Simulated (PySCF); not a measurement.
# One shape, several levels: SbH2Br (SMILES [H][Sb]([H])[Br])

Wanted: a comparison of 6 runs (SVWN5/STO-6G, r2SCAN/STO-6G, wB97X-V/STO-6G, MP2/STO-6G, UMP2/STO-6G, QCISD(T)/STO-6G) of SbH2Br. Input form: a Python script.

The calculation is run with PySCF 2.14.0.

4 further runs of the same task are left out: 4 set aside as unsound or not needed.

**1. The structure to begin with**

The species is SbH2Br (4 atoms), meant as a singlet with charge 0. As SMILES, `[H][Sb]([H])[Br]`. The Sb1–H2 distance was set to 3.070 Å, away from the relaxed value. At this shape a bond of the SMILES string is far longer than usual.

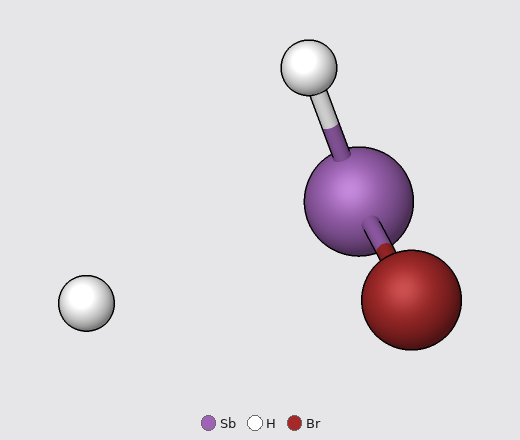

Viewed from a chosen angle; antimony purple, hydrogen white, bromine red.

**2. A single-point energy at SVWN5/STO-6G (run 1)**

run.py

```python
from pyscf import gto, dft

mol = gto.M(
    atom='''
Sb    -1.916135     0.347840     3.154131
H      2.755296     0.233003    -0.284744
H     -3.158139     2.587978     1.196979
Br    -3.909721    -3.015702     0.518889
''',
    verbose=4,
    basis='sto-6g',
    max_memory=1860,
    charge=0,
    unit='bohr',
)

mf = dft.RKS(mol)
mf.xc = 'svwn'
mf.conv_tol = 1e-10
mf.grids.level = 5
mf.kernel()
if not mf.converged:
    mf = mf.newton().run(mf.mo_coeff, mf.mo_occ)

e_tot = mf.e_tot
print('E = %.10f Eh' % e_tot)
```

On the command line:

```console
$ OMP_NUM_THREADS=1 python run.py
```

Output:

```text
PySCF version 2.14.0

[... 88 lines left out ...]
converged SCF energy = -8838.16806678769
E = -8838.1680667877 Eh
```

Wall time 9 s (1 thread of Arm Neoverse V1, shared host); peak memory 0.17 GiB.

**3. The energy at r2SCAN/STO-6G (run 2)**

run.py

```python
from pyscf import gto, dft

mol = gto.M(
    atom='''
Sb  -1.013975   0.184069   1.669094
H    1.458040   0.123300  -0.150680
H   -1.671215   1.369499   0.633414
Br  -2.068935  -1.595841   0.274584
''',
    basis='sto-6g',
    max_memory=1860,
    verbose=3,
)

calc0 = dft.RKS(mol)
calc0.xc = 'r2scan'
calc0.conv_tol = 1e-10
calc0.grids.level = 5
calc0.kernel()
if not calc0.converged:
    calc0 = calc0.newton().run(calc0.mo_coeff, calc0.mo_occ)

energy = calc0.e_tot
print(f'total energy: {energy:.8f} hartree')
```

On the command line:

```console
$ OMP_NUM_THREADS=1 python run.py
```

Output:

```text
converged SCF energy = -8848.27412797298
total energy: -8848.27412797 hartree
```

Wall time 19 s (1 thread of Arm Neoverse V1, shared host); peak memory 0.32 GiB.

Runs 3 to 4 aren't shown in full; the table further down has their settings and results.

**4. The energy at UMP2/STO-6G (run 5)**

run.py

```python
from pyscf import gto, scf, mp

mol = gto.M(
    atom=[
    ('Sb', (-1.013975, 0.184069, 1.669094)),
    ('H', (1.458040, 0.123300, -0.150680)),
    ('H', (-1.671215, 1.369499, 0.633414)),
    ('Br', (-2.068935, -1.595841, 0.274584)),
],
    charge=0,
    spin=0,
    basis='sto-6g',
    verbose=4,
    max_memory=1860,
)

mf = scf.UHF(mol)
mf.conv_tol = 1e-10
mf.kernel()
if not mf.converged:
    mf = mf.newton().run(mf.mo_coeff, mf.mo_occ)
for _ in range(3):
    mo, _, stable, _ = mf.stability(return_status=True)
    if stable:
        break
    mf.kernel(mf.make_rdm1(mo, mf.mo_occ))

pt = mp.MP2(mf, frozen=27).run()
e_final = pt.e_tot
print('E = %.10f Eh' % e_final)
```

On the command line:

```console
$ OMP_NUM_THREADS=1 python run.py
```

Output:

```text
PySCF version 2.14.0

[... 96 lines left out ...]
converged SCF energy = -8844.27413676995  <S^2> = 6.8371264e-10  2S+1 = 1
[... 64 lines left out ...]
converged SCF energy = -8844.39511350785  <S^2> = 0.96877757  2S+1 = 2.2079652
[... 3 lines left out ...]
******** <class 'pyscf.mp.ump2.UMP2'> ********
nocc = (np.int64(17), np.int64(17)), nmo = (20, 20)
frozen orbitals 27
E(UMP2) = -8844.42059385823  E_corr = -0.0254803503795635
E(SCS-UMP2) = -8844.42469663626  E_corr = -0.029583128409377
E_corr(same-spin) = -0.00114610620703752
E_corr(oppo-spin) = -0.024334244172526
E = -8844.4205938582 Eh
```

Run time: 5.1 s. Hardware: 1 thread of Arm Neoverse V1, shared host; peak memory 0.13 GiB.

**5. A single-point energy at QCISD(T)/STO-6G (run 6)**

start.xyz

```xyz
4

Sb    -1.013975     0.184069     1.669094
H      1.458040     0.123300    -0.150680
H     -1.671215     1.369499     0.633414
Br    -2.068935    -1.595841     0.274584
```

run.py

```python
from pyscf import gto, scf, cc

mol = gto.M(
    atom='start.xyz',
    max_memory=1860,
    charge=0,
    basis='sto-6g',
    verbose=3,
)

myscf = scf.RHF(mol)
myscf.conv_tol = 1e-10
myscf.kernel()
if not myscf.converged:
    myscf = myscf.newton().run(myscf.mo_coeff, myscf.mo_occ)

mycc = cc.QCISD(myscf, frozen=27)
mycc.kernel()
e_t = mycc.qcisd_t()
etot = mycc.e_tot + e_t
print(f'total energy: {etot:.8f} hartree')
```

On the command line:

```console
$ OMP_NUM_THREADS=1 python run.py
```

Output:

```text
converged SCF energy = -8844.27413676994
E(QCISD) = -8844.439375798442  E_corr = -0.1652390285016728
QCISD(T) correction = -0.00182087716966986
total energy: -8844.44119668 hartree
```

Wall time 4.5 s (1 thread of Arm Neoverse V1, shared host); peak memory 0.12 GiB.

**6. Overview of the runs**

```csv
run,level,nlc grid,integration grid,energy (Eh),dipole moment (D) of the reference,HOMO energy (eV),LUMO energy (eV),wall time
1,SVWN5/STO-6G,–,5,-8838.168067,1.21,-3.18,-1.65,9 s
2,r2SCAN/STO-6G,–,5,-8848.274128,1.35,-3.44,-1.78,19 s
3,wB97X-V/STO-6G,1,5,-8847.486193,1.48,-5.99,0.52,77 s
4,MP2/STO-6G,–,–,-8844.370587,1.86,-5.56,1.61,4.2 s
5,UMP2/STO-6G,–,–,-8844.420594,1.94,-6.67,3.42,5.1 s
6,QCISD(T)/STO-6G,–,–,-8844.441197,1.86,-5.56,1.61,4.5 s
```

**7. Summary of results**

```
                                           quantity           value
                                run 6: total energy  -8844.44120 Eh
        run 6: dipole moment (Hartree–Fock density)          1.86 D
         run 6: HOMO energy (Hartree–Fock orbitals)        -5.56 eV
         run 6: LUMO energy (Hartree–Fock orbitals)         1.61 eV
       run 6: HOMO–LUMO gap (Hartree–Fock orbitals)         7.18 eV
run 6: correlation energy (27 core orbitals frozen)      -167.1 mEh
                              run 6: (T) correction       -1.82 mEh
                               run 6: T1 diagnostic           0.015
```

**Reading.** Over runs 1, 2, 3 the dipole moment (its size) runs from 1.21 D (SVWN5/STO-6G) to 1.48 D (wB97X-V/STO-6G). Over runs 1, 2, 3 the HOMO–LUMO gap runs from 1.53 eV (SVWN5/STO-6G) to 6.50 eV (wB97X-V/STO-6G). Totals of different functionals can't be ranked against each other. In runs 1, 2, 3, 4, 5, 6 the basis is minimal, so the values are rough. In runs 1, 2, 3, 4, 6 a closed-shell determinant meets a far-stretched bond, which it describes badly. In runs 1, 2, 3, 4, 5, 6 relativity is left out where basis or elements ask for it. Spin contamination of the reference: run 5 ⟨S²⟩ = 0.97. Where it is this large, the reference is a mixture of spin states, and values that rest on it are in doubt. All runs together took 2 min, the longest 77 s.
